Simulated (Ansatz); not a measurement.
# Geometry relaxation of CH₃GaO

The run: geometry relaxation of CH₃GaO. Method and program: UKS B3LYP/def2-mTZVP (Ansatz 0.2.0).

It belongs to a series of runs on one base structure; here: end point B relaxed. Figures and captions count atoms from 1; the log counts them from 0 in places.

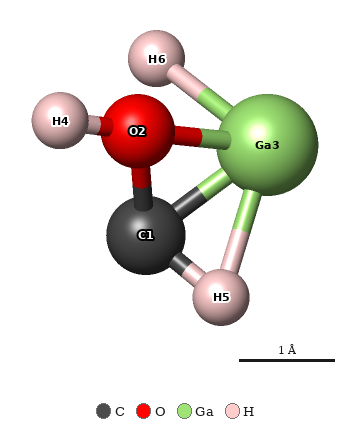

Figure 1. The starting structure (ball-and-stick view, seen at a tilt; atoms are numbered from 1 in the order of the input). Sticks mark near contacts.

## Results in brief

| quantity | value |
| --- | --- |
| outcome | converged |
| total energy | −55510.6533 eV |
| mean-field energy | −55510.6533 eV |
| largest force (length of the vector) at the end | 0.010 eV/Å |
| hardware | 2 threads of Arm Neoverse V1, 24 GiB of memory available, shared host |
| wall time | 88 s (CPU time 2.8 min) |
| peak memory | 0.25 GiB |

## Input
```yaml
crystal:
  periodic: [false, false, false]
  atoms:
    - { symbol: C, position_ang: [0.0853, -0.0786, -0.4811] }
    - { symbol: O, position_ang: [-1.015, -0.2988, 0.3869] }
    - { symbol: Ga, position_ang: [0.5081, -0.3468, 1.0318] }
    - { symbol: H, position_ang: [-1.93357, -0.25242, 0.0206] }
    - { symbol: H, position_ang: [0.7144, -0.9198, -0.5536] }
    - { symbol: H, position_ang: [0.047, 1.4007, 1.0777] }
magnetization:
  spin_polarized: true
basis:
  gaussian: { orbitals: def2-mTZVP }
hamiltonian:
  xc: b3lyp
relax:
  f_tol: 0.02
  max_steps: 50
output:
  orbitals: {}
```

Command:
```bash
ansatz run input.yaml --threads 2 --pin off --max-ram 3072MiB --backend cpu --events-out ev --progress --plain --runs-dir out
```

## What the program printed
```
The last accepted step is kept in [file] (removed where the run ends without a failure and the disk answers)
Engine: ansatz 0.2.0, aarch64-unknown-linux-gnu
Functional definition: B3LYP
  parameter a0 = 0.2
  parameter ax = 0.72
  parameter ac = 0.81
  exchange = (1 - a0 - ax)*slater_x + ax*b88_x + a0*exact_x
  correlation = (1 - ac)*vwn_rpa_c + ac*lyp_c
885 factors; integrals over basis functions are off by at most 5.0e-4 eV
mean field evaluation 1: about -55487.0451 eV, gradient 5.7e1 eV
mean field evaluation 2: about -55418.2652 eV, gradient 1.1e2 eV
mean field evaluation 4: about -55495.6007 eV, gradient 3.1e1 eV
mean field evaluation 8: about -55502.0082 eV, gradient 7.2e-1 eV
mean field evaluation 16: about -55502.0323 eV, gradient 1.6e-3 eV
mean field evaluation 32: about -55502.3460 eV, gradient 6.2e-3 eV
mean field evaluation 64: about -55502.3460 eV, gradient 9.4e-4 eV
mean field -55502.34599167 eV, -2039.6735943526 hartree, gradient 1.2e-5 eV, S^2 0.831113; 8 other end points of the search recorded, 0 dependent functions left out
the calculation of the forces begins
reference -55502.34620670 eV, -2039.6736022549 hartree; 24, 24 occupied and 64, 64 virtual orbitals, 885 factors
relax step   1: F+E_penalty+E_count = -55502.34599167 eV  Δ(F+E_penalty+E_count) = +0.000e0 eV  max|allowed force component| = 1.726e1 eV/Å  Δτ_max = 0.0000 Å  (188 SCF iters, accepted)
these checks for a lower state are left out or cut short: starts, cluster_reference, orbital_swaps, neighbouring_geometries, increment
885 factors; integrals over basis functions are off by at most 5.3e-4 eV
mean field -55505.35186653 eV, -2039.7840582164 hartree, gradient 1.1e-5 eV, S^2 0.771954; 0 other end points of the search recorded, 0 dependent functions left out
[... from here on the field's lines of each further geometry are left out, up to the last ...]
relax step   2: F+E_penalty+E_count = -55505.35186653 eV  Δ(F+E_penalty+E_count) = -3.006e0 eV  max|allowed force component| = 8.413e0 eV/Å  Δτ_max = 0.1950 Å  (78 SCF iters, accepted)
relax step   3: F+E_penalty+E_count = -55507.34007877 eV  Δ(F+E_penalty+E_count) = -1.988e0 eV  max|allowed force component| = 2.732e0 eV/Å  Δτ_max = 0.1946 Å  (61 SCF iters, accepted)
relax step   4: F+E_penalty+E_count = -55508.51307940 eV  Δ(F+E_penalty+E_count) = -1.173e0 eV  max|allowed force component| = 2.412e0 eV/Å  Δτ_max = 0.1948 Å  (42 SCF iters, accepted)
relax step   5: F+E_penalty+E_count = -55509.15347483 eV  Δ(F+E_penalty+E_count) = -6.404e-1 eV  max|allowed force component| = 2.178e0 eV/Å  Δτ_max = 0.1926 Å  (39 SCF iters, accepted)
relax step   6: F+E_penalty+E_count = -55509.71466288 eV  Δ(F+E_penalty+E_count) = -5.612e-1 eV  max|allowed force component| = 1.595e0 eV/Å  Δτ_max = 0.1988 Å  (42 SCF iters, accepted)
relax step   7: F+E_penalty+E_count = -55510.06446250 eV  Δ(F+E_penalty+E_count) = -3.498e-1 eV  max|allowed force component| = 6.454e-1 eV/Å  Δτ_max = 0.2000 Å  (43 SCF iters, accepted)
relax step   8: F+E_penalty+E_count = -55510.18477046 eV  Δ(F+E_penalty+E_count) = -1.203e-1 eV  max|allowed force component| = 9.446e-1 eV/Å  Δτ_max = 0.1953 Å  (38 SCF iters, accepted)
relax step   9: F+E_penalty+E_count = -55510.25239245 eV  Δ(F+E_penalty+E_count) = -6.762e-2 eV  max|allowed force component| = 1.615e0 eV/Å  Δτ_max = 0.1950 Å  (34 SCF iters, accepted)
relax step  10: F+E_penalty+E_count = -55510.33370745 eV  Δ(F+E_penalty+E_count) = -8.131e-2 eV  max|allowed force component| = 2.089e0 eV/Å  Δτ_max = 0.1445 Å  (43 SCF iters, accepted)
relax step  11: F+E_penalty+E_count = -55510.46646573 eV  Δ(F+E_penalty+E_count) = -1.328e-1 eV  max|allowed force component| = 1.342e0 eV/Å  Δτ_max = 0.1066 Å  (45 SCF iters, accepted)
relax step  12: F+E_penalty+E_count = -55510.57209010 eV  Δ(F+E_penalty+E_count) = -1.056e-1 eV  max|allowed force component| = 1.133e0 eV/Å  Δτ_max = 0.2000 Å  (84 SCF iters, accepted)
relax step  13: F+E_penalty+E_count = -55510.62196384 eV  Δ(F+E_penalty+E_count) = -4.987e-2 eV  max|allowed force component| = 5.151e-1 eV/Å  Δτ_max = 0.1603 Å  (67 SCF iters, accepted)
relax step  14: F+E_penalty+E_count = -55510.63185578 eV  Δ(F+E_penalty+E_count) = -9.892e-3 eV  max|allowed force component| = 5.255e-1 eV/Å  Δτ_max = 0.0880 Å  (111 SCF iters, accepted)
relax step  15: F+E_penalty+E_count = -55510.65136003 eV  Δ(F+E_penalty+E_count) = -1.950e-2 eV  max|allowed force component| = 1.224e-1 eV/Å  Δτ_max = 0.0371 Å  (61 SCF iters, accepted)
relax step  16: F+E_penalty+E_count = -55510.65280319 eV  Δ(F+E_penalty+E_count) = -1.443e-3 eV  max|allowed force component| = 6.720e-2 eV/Å  Δτ_max = 0.0221 Å  (69 SCF iters, accepted)
relax step  17: F+E_penalty+E_count = -55510.64801940 eV  Δ(F+E_penalty+E_count) = +4.784e-3 eV  max|allowed force component| = 2.752e-1 eV/Å  Δτ_max = 0.0388 Å  (69 SCF iters, rejected (line search))
relax step  18: F+E_penalty+E_count = -55510.65286757 eV  Δ(F+E_penalty+E_count) = -6.438e-5 eV  max|allowed force component| = 4.656e-2 eV/Å  Δτ_max = 0.0194 Å  (74 SCF iters, accepted)
relax step  19: F+E_penalty+E_count = -55510.65130950 eV  Δ(F+E_penalty+E_count) = +1.558e-3 eV  max|allowed force component| = 9.731e-2 eV/Å  Δτ_max = 0.0314 Å  (73 SCF iters, rejected (line search))
the calculation of the forces begins
reference -55510.65330285 eV, -2039.9788824077 hartree; 24, 24 occupied and 64, 64 virtual orbitals, 885 factors
relax step  20: F+E_penalty+E_count = -55510.65307469 eV  Δ(F+E_penalty+E_count) = -2.071e-4 eV  max|allowed force component| = 8.298e-3 eV/Å  Δτ_max = 0.0067 Å  (54 SCF iters, accepted)
885 factors; integrals over basis functions are off by at most 7.9e-4 eV
mean field evaluation 288: about -55360.4397 eV, gradient 1.5e2 eV
```

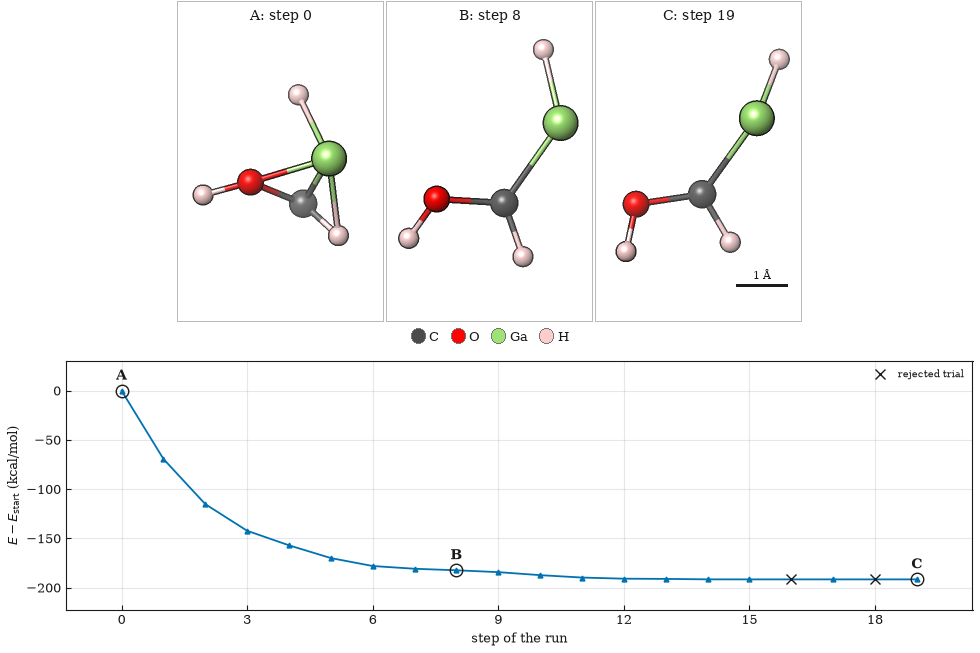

Figure 2. Frames of the relaxation (ball-and-stick view, seen on its broad side) above the curves, on which the letters mark them (the first geometry is step 0 here and step 1 in the log).

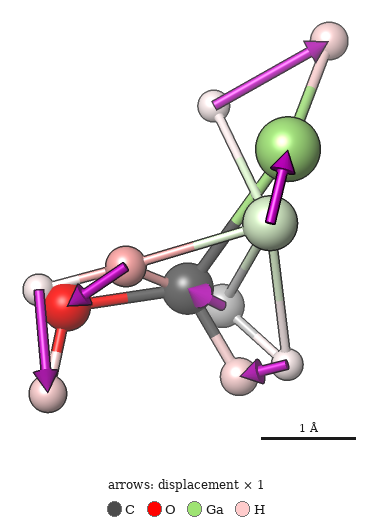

Figure 3. Start (faint) and end (solid) with the displacements as pink arrows, at true length (ball-and-stick view, seen on its broad side). The two geometries are laid on each other by the best rigid fit. The atom that moves furthest after the best rigid fit is H6 (1.42 Å). Largest moves by element: H 1.42 Å, Ga 0.84 Å, O 0.79 Å, C 0.56 Å. Distances before and after: O2–Ga3 1.655 → 2.943 Å, Ga3–H5 1.698 → 2.608 Å, C1–Ga3 1.594 → 1.961 Å, Ga3–H6 1.808 → 1.599 Å. Bonds break: Ga3–H5 (1.70 → 2.61 Å), O2–Ga3 (1.65 → 2.94 Å). Among the angles that change: O2–C1–Ga3 66.3° → 124.2°, C1–Ga3–H6 78.1° → 119.5°, Ga3–C1–H5 76.8° → 113.9°. Over 19 geometry steps the energy falls by 191.6 kcal/mol. Largest force component: 17 eV/Å at the start, 0.0083 eV/Å at the end. The line search rejected the trial steps at points 16, 18 (counted from 0) and went back. (Atoms are counted from 1 in the order of the input.)

```
mean field -55510.65307469 eV, -2039.9788740230 hartree, gradient 6.5e-6 eV, S^2 0.000000; 3 other end points of the search recorded, 0 dependent functions left out
the calculation of the forces begins
reference -55510.65330285 eV, -2039.9788824077 hartree; 24, 24 occupied and 64, 64 virtual orbitals, 885 factors
Total energy: -55510.65330285 eV, -2039.9788824077 hartree
Atom 0 at    -0.301449    -0.163246    -0.105237 Å, force    -0.006543    -0.003077     0.003081 eV/Å
Atom 1 at    -1.605516    -0.522261    -0.128560 Å, force     0.008298     0.004706     0.004015 eV/Å
Atom 2 at     0.675783     0.338378     1.519535 Å, force    -0.002692     0.001129    -0.004195 eV/Å
Atom 3 at    -1.767071    -1.276393    -0.717043 Å, force     0.001342    -0.000399    -0.002104 eV/Å
Atom 4 at     0.298497    -0.734823    -0.827383 Å, force     0.000251    -0.000594    -0.000749 eV/Å
Atom 5 at     1.105986     1.862625     1.740988 Å, force    -0.000656    -0.001765    -0.000048 eV/Å
Dipole moment:    -0.088565    -0.377894    -0.324131 e Å
```

## Trajectory as extended XYZ (Å, eV, eV/Å), 17 of the 20 frames kept, from step=1 to step=20
```
6
Properties=species:S:1:pos:R:3:forces:R:3 step=1 energy=-55502.34599
C     0.0853   -0.0786   -0.4811   -2.5292   4.1156 -12.4221
O    -1.0150   -0.2988    0.3869  -10.7692  -1.5067  -3.1206
Ga    0.5081   -0.3468    1.0318   10.7049   0.0528  17.2598
H    -1.9336   -0.2524    0.0206    1.1483  -0.0830   0.1710
H     0.7144   -0.9198   -0.5536    0.6081  -2.8757  -2.6575
H     0.0470    1.4007    1.0777    0.8370   0.2971   0.7694
6
Properties=species:S:1:pos:R:3:forces:R:3 step=2 energy=-55505.35187
C     0.0631   -0.0733   -0.5312   -0.2272   0.9298  -5.7245
O    -1.0710   -0.3430    0.3483   -5.2748  -1.4319  -1.8457
Ga    0.5285   -0.2389    1.1280    5.3413   2.2095   8.4130
H    -1.9579   -0.3468   -0.0459    0.2937   0.0429  -0.0385
H     0.6678   -0.9813   -0.6127   -0.5212  -1.6892  -1.8633
H     0.1757    1.4874    1.1958    0.3882  -0.0611   1.0589
6
Properties=species:S:1:pos:R:3:forces:R:3 step=3 energy=-55507.34008
C     0.0716   -0.0910   -0.5909    1.1415  -1.9167  -0.5275
O    -1.1023   -0.3654    0.3148   -1.1986  -0.7470  -1.0788
Ga    0.5870   -0.0806    1.2249    1.7867   2.7324   2.3012
H    -1.9676   -0.3840   -0.0872   -0.5365   0.0080  -0.3459
H     0.6080   -1.0793   -0.6890   -1.3721  -0.2801  -1.8726
H     0.2095    1.5045    1.3097    0.1792   0.2033   1.5236
6
Properties=species:S:1:pos:R:3:forces:R:3 step=5 energy=-55509.15347
C     0.1434   -0.2328   -0.5908    0.0519  -2.1783   1.5624
O    -1.1133   -0.4225    0.2660    0.7115  -0.3859  -0.6124
Ga    0.6993    0.1553    1.3031    0.1136   1.4942  -0.5179
H    -1.9672   -0.3947   -0.1661   -0.3123   0.1621  -0.5610
H     0.4593   -1.2824   -0.9269   -0.8310   1.2031  -0.4269
H     0.1847    1.6814    1.5972    0.2662  -0.2952   0.5558
6
Properties=species:S:1:pos:R:3:forces:R:3 step=6 energy=-55509.71466
C     0.1029   -0.2921   -0.5093   -0.2611  -1.5949   1.0977
O    -1.1679   -0.4824    0.2473    0.0991  -0.1531  -0.7965
Ga    0.7663    0.2992    1.2506    0.0972   0.7704  -0.2796
H    -1.9471   -0.4647   -0.3309    0.1502   0.0829  -0.0555
H     0.3807   -1.3024   -0.9394   -0.3159   1.0549  -0.1220
H     0.2712    1.7466    1.7639    0.2305  -0.1601   0.1560
6
Properties=species:S:1:pos:R:3:forces:R:3 step=7 energy=-55510.06446
C     0.0298   -0.3906   -0.3513   -0.3182  -0.1449   0.2340
O    -1.2823   -0.5498    0.1774    0.6454  -0.1965   0.2962
Ga    0.8661    0.4340    1.2088   -0.0072  -0.0610   0.0830
H    -1.9717   -0.5343   -0.4862   -0.2184  -0.0957  -0.6284
H     0.3796   -1.2587   -0.9559   -0.2850   0.5182   0.2252
H     0.3847    1.8037    1.8895    0.1834  -0.0202  -0.2100
6
Properties=species:S:1:pos:R:3:forces:R:3 step=8 energy=-55510.18477
C    -0.0447   -0.3989   -0.2272    0.3714  -0.1267  -0.5245
O    -1.3528   -0.6009    0.1376   -0.9446   0.0624  -0.1284
Ga    0.9124    0.4697    1.2360    0.1130  -0.2949   0.2277
H    -1.9522   -0.6587   -0.6354    0.4591  -0.2540   0.3030
H     0.3245   -1.1663   -0.9503   -0.0586   0.6013   0.3752
H     0.5191    1.8594    1.9214    0.0596   0.0119  -0.2530
6
Properties=species:S:1:pos:R:3:forces:R:3 step=9 energy=-55510.25239
C    -0.0872   -0.3563   -0.1585   -0.8227  -0.4748  -0.6285
O    -1.4475   -0.5785    0.1093   -0.2094  -0.0756  -1.5660
Ga    0.9579    0.4439    1.2876   -0.0708  -0.1778   0.3069
H    -1.9532   -0.8254   -0.7366    1.1880   0.1873   1.6152
H     0.3084   -1.0682   -0.9275   -0.1743   0.6183   0.4965
H     0.6279    1.8888    1.9081    0.0891  -0.0774  -0.2243
6
Properties=species:S:1:pos:R:3:forces:R:3 step=11 energy=-55510.46647
C    -0.1323   -0.2903   -0.1757   -0.4138   0.3422   0.0057
O    -1.4898   -0.4229    0.0066   -0.2324  -1.0625  -1.3418
Ga    0.9098    0.3840    1.3574   -0.1361  -0.3854   0.1261
H    -1.8847   -1.0520   -0.6788    0.6937   0.9184   1.3157
H     0.2736   -0.9887   -0.9136    0.0134   0.0626   0.0235
H     0.7297    1.8742    1.8864    0.0752   0.1247  -0.1293
6
Properties=species:S:1:pos:R:3:forces:R:3 step=12 energy=-55510.57209
C    -0.1702   -0.2061   -0.2089   -0.4212  -0.0592   0.5814
O    -1.5076   -0.4495   -0.0235   -0.1908  -0.6420  -1.1328
Ga    0.7405    0.3282    1.4479    0.1825   0.1042   0.0195
H    -1.8457   -1.1437   -0.6478    0.3835   0.6341   0.7512
H     0.2975   -0.9068   -0.9032    0.0125   0.0102  -0.1967
H     0.8918    1.8822    1.8179    0.0336  -0.0473  -0.0226
6
Properties=species:S:1:pos:R:3:forces:R:3 step=13 energy=-55510.62196
C    -0.2342   -0.1982   -0.1357   -0.5151  -0.0277  -0.0879
O    -1.5728   -0.4794   -0.1028    0.3102  -0.3928  -0.3992
Ga    0.6774    0.3188    1.5312    0.2162   0.3555  -0.0209
H    -1.7990   -1.2437   -0.6757    0.1128   0.4287   0.3061
H     0.2921   -0.7926   -0.9015   -0.0086   0.0600   0.2634
H     1.0428    1.8994    1.7668   -0.1155  -0.4237  -0.0614
6
Properties=species:S:1:pos:R:3:forces:R:3 step=14 energy=-55510.63186
C    -0.2801   -0.1398   -0.1321   -0.1843  -0.4543  -0.1081
O    -1.5902   -0.4854   -0.1276   -0.0772  -0.1114  -0.1574
Ga    0.6915    0.3019    1.4902    0.1847   0.5255   0.3135
H    -1.7735   -1.2704   -0.6759    0.0772   0.2024   0.0885
H     0.3071   -0.7641   -0.8196   -0.0232   0.0767  -0.1602
H     1.0514    1.8621    1.7473    0.0228  -0.2389   0.0236
6
Properties=species:S:1:pos:R:3:forces:R:3 step=15 energy=-55510.65136
C    -0.2847   -0.1649   -0.1252   -0.0284  -0.0464  -0.0155
O    -1.5963   -0.5004   -0.1294   -0.0293  -0.1202  -0.0877
Ga    0.6849    0.3357    1.5018    0.0379   0.1176   0.0509
H    -1.7760   -1.2741   -0.6918    0.0270   0.1224   0.0757
H     0.2971   -0.7623   -0.8410    0.0054   0.0242   0.0011
H     1.0812    1.8704    1.7679   -0.0126  -0.0975  -0.0245
6
Properties=species:S:1:pos:R:3:forces:R:3 step=16 energy=-55510.65280
C    -0.2943   -0.1649   -0.1146   -0.0032   0.0126   0.0082
O    -1.6020   -0.5124   -0.1300   -0.0134  -0.0672  -0.0440
Ga    0.6772    0.3401    1.5114    0.0086   0.0149   0.0048
H    -1.7712   -1.2777   -0.7043    0.0119   0.0603   0.0362
H     0.2986   -0.7455   -0.8348    0.0006  -0.0020   0.0040
H     1.0980    1.8647    1.7547   -0.0045  -0.0185  -0.0092
6
Properties=species:S:1:pos:R:3:forces:R:3 step=18 energy=-55510.65287
C    -0.3030   -0.1648   -0.1004   -0.0311  -0.0094  -0.0219
O    -1.6072   -0.5253   -0.1286    0.0462   0.0433   0.0466
Ga    0.6815    0.3375    1.5205   -0.0282  -0.0088  -0.0016
H    -1.7686   -1.2740   -0.7232    0.0106  -0.0236  -0.0167
H     0.2987   -0.7330   -0.8238   -0.0022  -0.0009  -0.0041
H     1.1047    1.8641    1.7378    0.0047  -0.0007  -0.0023
6
Properties=species:S:1:pos:R:3:forces:R:3 step=19 energy=-55510.65131 accepted=F
C    -0.3109   -0.1524   -0.1065    0.0314  -0.0073   0.0973
O    -1.6089   -0.5277   -0.1312   -0.0259   0.0042  -0.0427
Ga    0.6518    0.3386    1.5307    0.0537   0.0174  -0.0392
H    -1.7545   -1.2885   -0.7141   -0.0393  -0.0197  -0.0321
H     0.3001   -0.7175   -0.8246   -0.0073  -0.0141  -0.0077
H     1.1286    1.8518    1.7280   -0.0127   0.0196   0.0244
6
Properties=species:S:1:pos:R:3:forces:R:3 step=20 energy=-55510.65308
C    -0.3014   -0.1632   -0.1052   -0.0065  -0.0031   0.0031
O    -1.6055   -0.5223   -0.1286    0.0083   0.0047   0.0040
Ga    0.6758    0.3384    1.5195   -0.0027   0.0011  -0.0042
H    -1.7671   -1.2764   -0.7170    0.0013  -0.0004  -0.0021
H     0.2985   -0.7348   -0.8274    0.0003  -0.0006  -0.0007
H     1.1060    1.8626    1.7410   -0.0007  -0.0018   0.0000
```

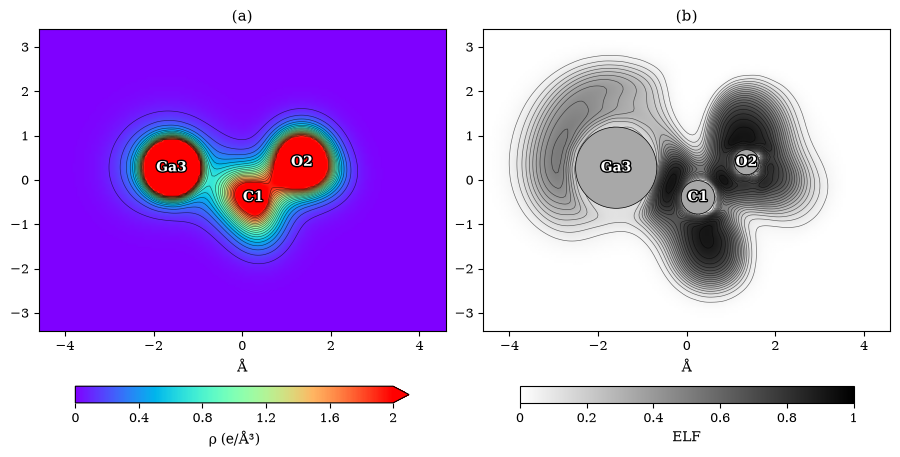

Figure 4. (a) electron density; (b) electron localisation function on the plane of atoms O2, C1 and Ga3. Grey discs, where drawn, cover atomic cores. Atoms in the plane: C, O and Ga.

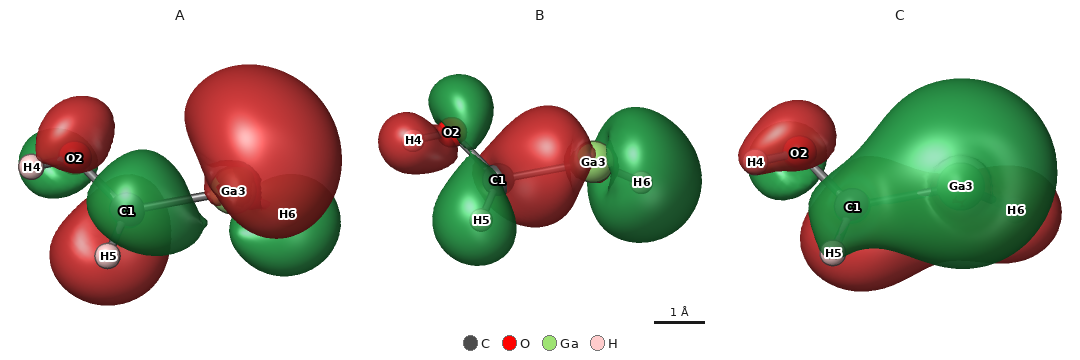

Figure 5. Three frontier orbitals at ±0.08 Å⁻³ᐟ² (green and red are the two phases). B is the HOMO−1 (α) (−7.97 eV). By Hirshfeld shares it lies mainly on C1 (30 %), Ga3 (25 %), H6 (20 %) and O2 (10 %). C is the HOMO (α) (−5.13 eV). By Hirshfeld shares it lies mainly on Ga3 (50 %), C1 (30 %) and O2 (10 %). A is the LUMO (α) (−1.97 eV). By Hirshfeld shares it lies mainly on Ga3 (40 %), C1 (35 %) and O2 (10 %). The HOMO–LUMO gap is 3.16 eV between the orbital energies.
